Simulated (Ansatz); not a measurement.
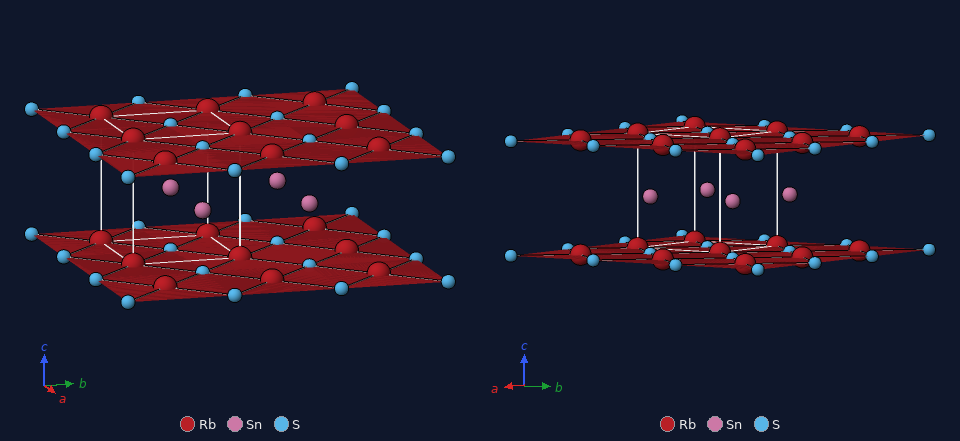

Polyhedra are drawn about Rb (bonds: Rb–S below 3.7 Å); other atoms are plain spheres. Two views of the same piece.

RbSnS (space group P4/mmm, No. 123): coordinates from a relaxation with DFT PBE, scalar-relativistic, plane waves, PAW (Ansatz); the starting structure was generated, so it need not be a known form of this composition.

> What figure surrounds each Rb atom, and what does it share with the other drawn polyhedra?

Rb: RbS4 square, sharing corners with four neighbours and edges with four neighbours.

> What is the connectivity of the polyhedra: isolated, groups, chains, layers or framework?

They form layers of corner- and edge-sharing squares parallel to (001). Their corner atoms also have Sn as close neighbours (those links are not drawn).
